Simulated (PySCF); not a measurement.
# NMR shielding calculation of BSiNH6S

System: BSiNH6S, SMILES NBS[SiH3].
Method: GIAO HF/pcSseg-2 NMR shielding, non-relativistic, gas phase (PySCF 2.14.0).

The geometry comes from this level: PBE0-D3(BJ)/def2-SVP. Figures and captions count atoms from 1; the log counts them from 0 in places.

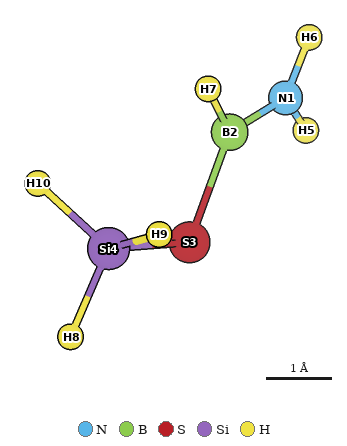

Fig. 1: The structure as given in the input (ball-and-stick view, seen at a tilt; atoms are numbered from 1 in the order of the input).

Summary:

- outcome: converged
- total energy: −769.245809 hartree
- HOMO: −9.95 eV
- LUMO: 2.64 eV
- dipole moment: 1.87 D
- isotropic shielding, N: 174.5 ppm
- isotropic shielding, B: 70.9 ppm
- isotropic shielding, S: 747.8 ppm
- isotropic shielding, Si: 430.9 ppm
- isotropic shielding, H: 26.6 to 27.9 ppm
- hardware: 1 CPU thread, shared host
- wall time: 13 s
- peak memory: 0.93 GiB

The input:
```
{"job": {"kind": "nmr", "xc": "HF", "basis": "pcSseg-2", "pop": false}, "charge": 0, "multiplicity": 1}
N      2.347167     0.063455    -0.106520
B      0.962206     0.180342    -0.170257
S     -0.084245    -0.908908     0.861080
Si    -2.010125    -0.208898     0.220905
H      2.827868    -0.604714     0.482711
H      2.961668     0.644535    -0.660021
H      0.464948     1.000158    -0.907471
H     -3.019959    -0.986297     0.996044
H     -2.181454     1.246979     0.503047
H     -2.220310    -0.445164    -1.238313
```

The first line tells a small driver script what to run in PySCF; the rest is the geometry in Å.

Run as:
```bash
OMP_NUM_THREADS=1 python <driver script> task.json out
```

The program's output:
```
final grid: 78104 points
cycle   1  E = -769.1873864459  dE =  2.297e-01  |g| = 3.786e-01  |ddm| = 2.137e+00
cycle   2  E = -769.2393139446  dE = -5.193e-02  |g| = 1.329e-01  |ddm| = 4.479e-01
cycle   3  E = -769.2448690042  dE = -5.555e-03  |g| = 4.837e-02  |ddm| = 1.672e-01
cycle   4  E = -769.2457524696  dE = -8.835e-04  |g| = 9.423e-03  |ddm| = 6.075e-02
cycle   5  E = -769.2458002866  dE = -4.782e-05  |g| = 3.624e-03  |ddm| = 1.523e-02
cycle   6  E = -769.2458073890  dE = -7.102e-06  |g| = 1.372e-03  |ddm| = 5.783e-03
cycle   7  E = -769.2458087468  dE = -1.358e-06  |g| = 3.517e-04  |ddm| = 3.042e-03
cycle   8  E = -769.2458088627  dE = -1.158e-07  |g| = 8.352e-05  |ddm| = 9.717e-04
cycle   9  E = -769.2458088679  dE = -5.213e-09  |g| = 2.787e-05  |ddm| = 1.757e-04
cycle  10  E = -769.2458088684  dE = -5.482e-10  |g| = 8.130e-06  |ddm| = 5.313e-05
converged SCF energy = -769.2458088684

GIAO shielding tensors (ppm)
atom      isotropic    diamagn.    paramagn.     s11        s22        s33       span
  0 N      174.549     319.075    -144.526     81.662    219.536    222.449    140.787
  1 B       70.917     193.654    -122.737     33.752     63.070    115.930     82.178
  2 S      747.784    1059.066    -311.282    575.580    789.119    878.655    303.075
  3 Si     430.908     874.495    -443.586    401.323    418.295    473.106     71.783
  4 H       27.946      31.374      -3.429     22.109     26.594     35.135     13.025
  5 H       27.907      30.415      -2.508     22.337     24.436     36.948     14.610
  6 H       26.574      31.491      -4.916     23.946     25.749     30.029      6.083
  7 H       27.356      28.494      -1.139     23.982     25.202     32.883      8.901
  8 H       27.350      29.053      -1.703     23.858     25.495     32.696      8.838
  9 H       27.362      29.038      -1.677     23.841     25.498     32.746      8.906
```

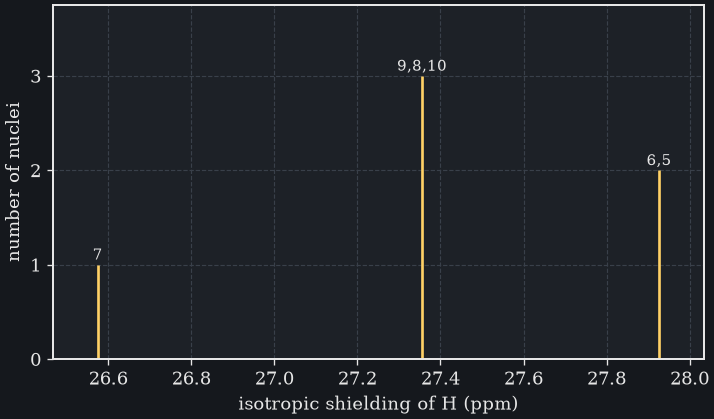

Fig. 2: Isotropic shieldings of the hydrogen nuclei in this fixed geometry, labelled by atom number; shielding grows to the right, so chemical shift grows to the left. The least shielded is H7 (26.6 ppm), the most shielded H5 (27.9 ppm).
